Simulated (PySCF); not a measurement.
C$_{5}$H$_{12}$Si$_{2}$ (SMILES CC(C)[SiH2]C#C[SiH3])

Input file:

```
{"job": {"kind": "nmr", "xc": "PBE0", "basis": "pcSseg-1", "pop": false}, "charge": 0, "multiplicity": 1}
C     -1.662000     1.357300    -0.384700
C     -1.773800    -0.165400    -0.405000
C     -1.864600    -0.701800     1.021500
Si    -0.310300    -0.955700    -1.351000
C      1.238000    -0.490200    -0.449600
C      2.227700    -0.164900     0.169100
Si     3.741200     0.327400     1.110400
H     -0.743000     1.665100     0.111500
H     -2.502000     1.798100     0.152700
H     -1.655100     1.761600    -1.395300
H     -2.706200    -0.425300    -0.920300
H     -2.003700    -1.781200     1.024400
H     -2.703800    -0.249600     1.550300
H     -0.953500    -0.473600     1.572100
H     -0.440400    -2.418500    -1.355400
H     -0.245900    -0.426300    -2.719500
H      4.910100    -0.248100     0.440100
H      3.818100     1.791200     1.122000
H      3.619500    -0.191000     2.476100
```

Run with:

```sh
OMP_NUM_THREADS=1 python probes_run.py task.json out
```

Geometry: GFN2-xTB, NEB image 0 of 0 to 8.

The calculation used PBE0/pcSseg-1, SCF density, gas phase, non-relativistic (PySCF).

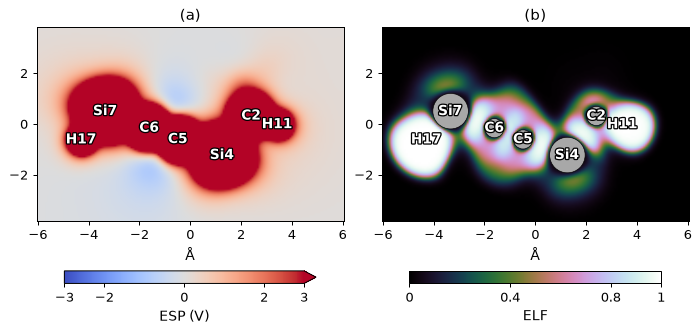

Figure 1. (a) molecular electrostatic potential; (b) electron localisation function on the plane of atoms C2, Si4 and C5. Grey discs cover the atomic cores in the ELF map.

Interpret the plot.

Answer. The plane passes through C, Si and H nuclei. C–C (1.21 Å): the ELF peaks at about 0.85 between the atoms; a multiple bond. C–Si (1.85 Å): the ELF peaks at about 0.95 between the atoms; a covalent bond. C–H (1.10 Å): the ELF climbs to about 1 towards the hydrogen, as it does in any bond to H (a covalent bond by its length). C–Si (1.91 Å): the ELF peaks at about 0.95 between the atoms: localised, covalent bonding. Si–H (1.47 Å): the ELF climbs to about 1 towards the hydrogen. Outside the dense part of the molecule the potential is most negative (−0.9 V) near C5.

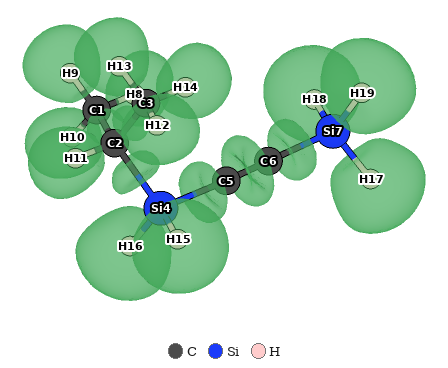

Figure 2. Isosurface of the electron localisation function at 0.8 (green), seen at a tilt. Only the valence region is drawn (cores and ρ < 0.01 e/Å³ removed).

Describe the localisation domains.

Answer. The surface consists of three regions between bonded C–C atoms (shared pairs), three regions between bonded C–Si atoms (shared pairs) and twelve regions around hydrogen nuclei.

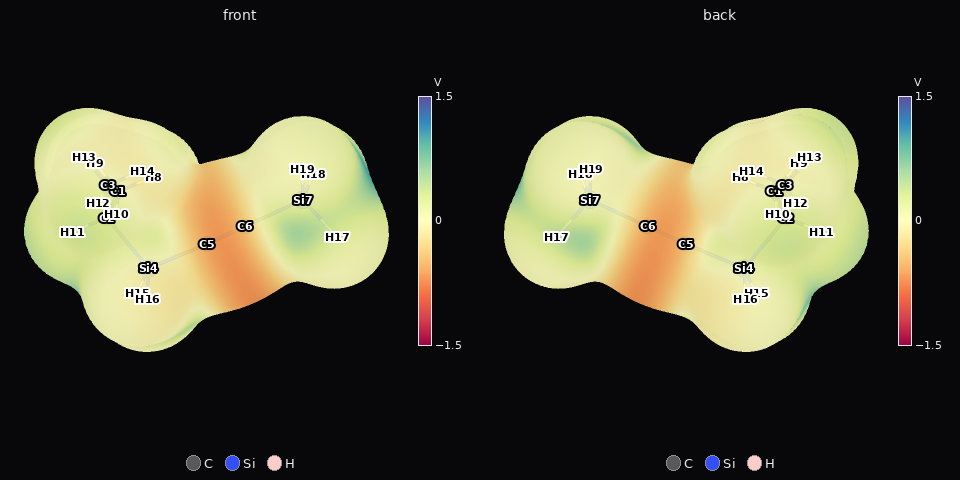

Figure 3. The molecular electrostatic potential painted on the density surface at 0.001 e/bohr³, seen from the front and from behind; the colour scale runs from red (negative) to blue (positive).

Describe the electrostatic potential map.

Answer. The most negative region (about −0.7 V) lies over C5 and C6, the most positive (about +1.0 V) over Si7.

What dipole moment does the calculation give?

Answer. Its dipole moment is 0.64 D.
